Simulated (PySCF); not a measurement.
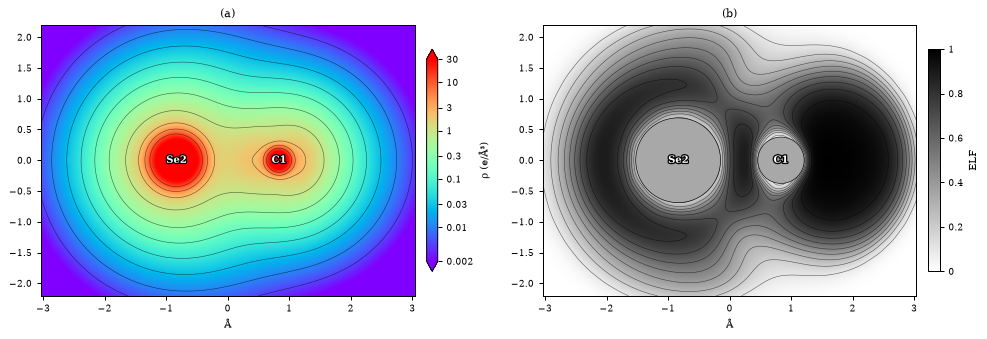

Figure 1: CSe (SMILES [C][Se]). (a) total electron density; (b) electron localisation function on a plane that holds the molecular axis. Grey discs cover the atomic cores in the ELF map.

Geometry: PBE0-D3(BJ)/def2-SVP.

These are results of PySCF, CAM-B3LYP/def2-SVPD, SCF density, gas phase, not measurements.

> Interpret the plot.

Atoms in the plane: C and Se. C–Se (1.67 Å): ρ is about 1.6 e/Å³ halfway; the ELF peaks at about 0.90 between the atoms; localised, covalent bonding. The ELF also peaks beside C1 and Se2, away from the bonds: lone-pair regions.
